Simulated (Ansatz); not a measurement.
**Frozen-phonon scan for InP (zinc blende)**

InP (zinc blende)

```
InP
1.0
    0.00000     5.90701     5.90701
    2.95351     2.95351     5.90701
    2.95351     2.95351     0.00000
P In
2 2
Cartesian
  4.43026   4.43026   4.43026
  4.43026   7.38377   7.38377
  0.00000   0.00000   0.00000
  2.95351   5.90701   8.86052
```

A phonon eigenvector at X = (0.5, 0.5, 0.0) is frozen into this cell: atom i moves by Q times the vector below, so Q is the largest atomic displacement, in Å. The cell is held. (q is in reciprocal vectors of the primitive cell; the cell shown is doubled to hold the pattern.)

```csv
atom,x,y,z
P1,0.000,0.000,1.000
P2,0.000,0.000,-1.000
```

Atoms not listed stay in place.

Computed with r2SCAN (plane waves to 500 eV, PAW, scalar-relativistic; Ansatz, a quantum-chemistry and plane-wave program). k mesh 10×10×10 (Γ-centred), Fermi-Dirac smearing 0.05 eV. Energies are smeared free energies. InP was relaxed with its symmetry unable to fall. The zero of ΔE is the undisplaced structure.

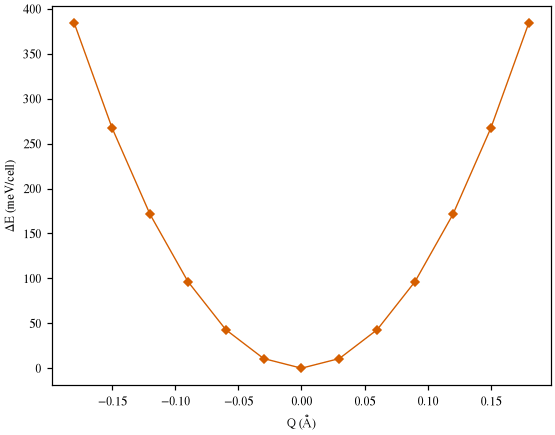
Figure: ΔE (meV/cell) against Q (Å); markers are the computed points, lines only join them.

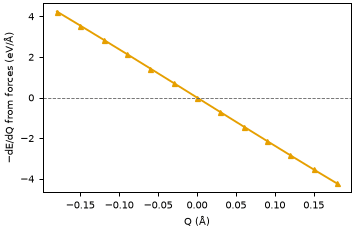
−dE/dQ from forces (eV/Å) against Q (Å); one marker a computed point.

The energy at Q = 0.180 Å comes out as 384 meV/cell. Harmonic wavenumber from the curvature (finite differences): 324 cm⁻¹. Space group of the distorted cell: P-4m2 (No. 115), lowered from F-43m. Symmetry of the curve: even: the same for both signs. Wavenumber by perturbation theory (DFPT, on another k mesh): 324 cm⁻¹.

E″ = 23.86 eV/Å², M = Σ mᵢ|uᵢ|² = 61.9 u, ν̃ = 521.5·√(|E″|/M).

(For displaced atoms, the force is minus the slope of the energy, and its curvature is a force constant, which sets phonon frequencies.)
